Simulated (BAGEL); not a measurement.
# SiH3OF (SMILES O[SiH2]F), step by step

Aim: the energy (HF/cc-pVDZ), then the energy (NEVPT2(2,2)/cc-pVDZ), then the energy (CASPT2(2,2)/cc-pVDZ) of SiH3OF. 

The results are computed with BAGEL 1.2.2.

1 further run of the same task is left out (set aside as unsound or not needed).

**1. The system as given**

The species is SiH3OF (6 atoms), meant as a singlet with charge 0. SMILES: `O[SiH2]F`. The Si2–H5 distance was set to 1.990 Å, away from the relaxed value. At this shape a bond of the SMILES string is far longer than usual.

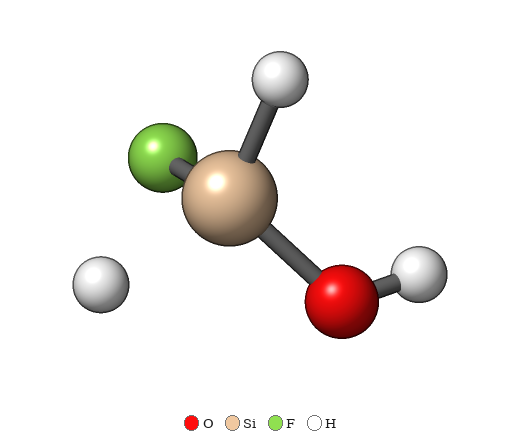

The structure, seen from a chosen angle (oxygen red, silicon light orange, fluorine green, hydrogen white).

**2. The energy at HF/cc-pVDZ (density fitting with svp-jkfit) (run 1)**

The input, job.json:

```json
{ "bagel" : [

{
  "title" : "molecule",
  "basis" : "cc-pvdz.json",
  "df_basis" : "svp-jkfit",
  "angstrom" : "false",
  "geometry" : [
    { "atom" : "O", "xyz" : [    -2.41796127,    -0.09824497,    -1.28353978 ] },
    { "atom" : "Si", "xyz" : [    -0.09019663,     0.27951128,     0.69689320 ] },
    { "atom" : "F", "xyz" : [    -0.46341754,    -1.44675353,     3.14200983 ] },
    { "atom" : "H", "xyz" : [    -4.04444854,     0.58092260,    -0.87063462 ] },
    { "atom" : "H", "xyz" : [     3.01524700,    -0.86643943,    -1.08810430 ] },
    { "atom" : "H", "xyz" : [     0.05493434,     2.91549025,     1.62985099 ] }
  ]
},

{ "title" : "hf" },

{ "title" : "print", "file" : "orbitals.molden", "orbitals" : "true" }

]}
```

The basis set cc-pVDZ is read from a file made from the Basis Set Exchange's data (not shown).

Run with:

```console
$ BAGEL_NUM_THREADS=1 BAGEL job.json > job.out
```

Log:

```text
* using 1 threads per process

  ===============================================================
  ===============================================================

  *** Geometry ***

  { "atom" : "O", "xyz" : [     -2.417961,     -0.098245,     -1.283540 ] },
  { "atom" : "Si", "xyz" : [     -0.090197,      0.279511,      0.696893 ] },
  { "atom" : "F", "xyz" : [     -0.463418,     -1.446754,      3.142010 ] },
  { "atom" : "H", "xyz" : [     -4.044449,      0.580923,     -0.870635 ] },
  { "atom" : "H", "xyz" : [      3.015247,     -0.866439,     -1.088104 ] },
  { "atom" : "H", "xyz" : [      0.054934,      2.915490,      1.629851 ] },

  Number of auxiliary basis functions:      336

  Since a DF basis is specified, we compute 2- and 3-index integrals:
    o Being stored without compression. Storage requirement is 0.010 GB

  Number of basis functions:       61
  Number of electrons      :       34

    * METHOD: MOLECULE                             0.08

  *** RHF ***

  === Nuclear Repulsion ===
   117.6489994310

      * DIIS with orbital gradients will be used.

  === RHF iteration (cc-pvdz.json) ===
      0       -464.78429561          0.02231008           0.02
      1       -464.93378815          0.01554637           0.02
      2       -465.02667217          0.00128458           0.02
[... 9 lines of this table left out ...]
     12       -465.02759553          0.00000000           0.02
    * SCF iteration converged.

    * Permanent dipole moment:
           (    0.604815,    -0.759367,    -0.008269) a.u.

    * METHOD: HF                                   0.30

    * METHOD: PRINT                                0.01

  ===============================================================
```

Run time: 0.62 s. Hardware: 1 thread of Arm Neoverse V2, shared host; peak memory 0.14 GiB.

**3. A single-point energy at NEVPT2(2,2)/cc-pVDZ (density fitting with svp-jkfit) (run 2)**

job.json, as its differences from that of step 2:

```diff
@@ -19,2 +19,4 @@
 
+{ "title" : "nevpt2", "nstate" : 1, "nact" : 2, "nclosed" : 16, "active" : [17, 18], "maxiter" : 200, "natocc" : "true", "ncore" : 7 },
+
 { "title" : "print", "file" : "orbitals.molden", "orbitals" : "true" }
```

The basis set cc-pVDZ is read from a file made from the Basis Set Exchange's data (not shown).

Run with:

```console
$ BAGEL_NUM_THREADS=1 BAGEL job.json > job.out
```

Log:

```text
* using 1 threads per process

  ===============================================================
  ===============================================================

  *** Geometry ***

[... 30 lines left out ...]
    * SCF iteration converged.
[... 1 line left out ...]
    * Permanent dipole moment:
[... 28 lines left out ...]
    * Second-order optimization converged. *
[... 9 lines left out ...]
     * ci vector, state   0, <S^2> = 0.0000
       2.     0.9835184548
       .2    -0.1808077680

  === DF-NEVPT2 calculation ===

    * 3-index integral transformation done
    * assembly done

      NEVPT2 correlation energy:   -0.4572645616      0.06

          (+0)     -0.4272543494
          (+0)'    -0.0030813337
          (+1)     -0.0096588392
          (+1)'    -0.0000000000
          (+2)     -0.0001944214
          (-1)     -0.0107586462
          (-1)'     0.0000000000
          (-2)     -0.0063169718

      NEVPT2 total energy:       -465.5101905400

    * METHOD: NEVPT2                               1.12

    * METHOD: PRINT                                0.01

  ===============================================================
```

Wall time 1.8 s (1 thread of Arm Neoverse V2, shared host); peak memory 0.14 GiB.

**4. The energy at CASPT2(2,2)/cc-pVDZ (density fitting with svp-jkfit) (run 3)**

The input, caspt2.json:

```json
{ "bagel": [

{
  "title": "molecule",
  "basis": "cc-pvdz.json",
  "df_basis": "svp-jkfit",
  "geometry": [
    { "atom": "O", "xyz": [ -2.41796127, -0.09824497, -1.28353978 ] },
    { "atom": "Si", "xyz": [ -0.09019663,  0.27951128,  0.69689320 ] },
    { "atom": "F", "xyz": [ -0.46341754, -1.44675353,  3.14200983 ] },
    { "atom": "H", "xyz": [ -4.04444854,  0.58092260, -0.87063462 ] },
    { "atom": "H", "xyz": [  3.01524700, -0.86643943, -1.08810430 ] },
    { "atom": "H", "xyz": [  0.05493434,  2.91549025,  1.62985099 ] }
  ]
},
{
  "title": "hf"
},
{
  "title": "casscf",
  "nstate": 1,
  "nact": 2,
  "nclosed": 16,
  "nspin": 0,
  "active": [17, 18],
  "maxiter": 200,
  "natocc": true
},
{
  "title": "print",
  "file": "orbitals.molden",
  "orbitals": true
},
{
  "title": "smith",
  "method": "caspt2",
  "ms": true,
  "xms": true,
  "sssr": true,
  "shift": 0.2,
  "shift_imag": true,
  "ncore": 7
}

]}
```

The basis set cc-pVDZ is read from a file made from the Basis Set Exchange's data (not shown).

Run with:

```console
$ BAGEL_NUM_THREADS=1 BAGEL caspt2.json > caspt2.out
```

Log:

```text
* using 1 threads per process

  ===============================================================
  ===============================================================

  *** Geometry ***

[... 32 lines left out ...]
    * Permanent dipole moment:
[... 37 lines left out ...]
     * ci vector, state   0, <S^2> = 0.0000
[... 21 lines left out ...]
       #      aibj      arbs      arbi      airj      risj      airs      arst      rist         Etot      error   time
[... 8 lines left out ...]
      ------------------------------------------------------------------------------------------------------------------

    * CASPT2 energy : state  0     -465.5139311833
        w/o shift correction       -465.5124606016
        reference weight              0.8950955563

    * METHOD: SMITH                                0.20

  ===============================================================
```

Run time: 1.9 s. Hardware: 1 thread of Arm Neoverse V2, shared host; peak memory 0.14 GiB.

**5. What came out**

| quantity | value |
| --- | --- |
| run 1, HF/cc-pVDZ: total energy | -465.02760 Eh |
| run 1, HF/cc-pVDZ: dipole moment | 2.47 D |
| run 1, HF/cc-pVDZ: HOMO energy | -11.45 eV |
| run 1, HF/cc-pVDZ: LUMO energy | 3.52 eV |
| run 1, HF/cc-pVDZ: HOMO–LUMO gap | 14.97 eV |
| run 2, NEVPT2(2,2)/cc-pVDZ: total energy | -465.51019 Eh |
| run 3, CASPT2(2,2)/cc-pVDZ: total energy | -465.51393 Eh |
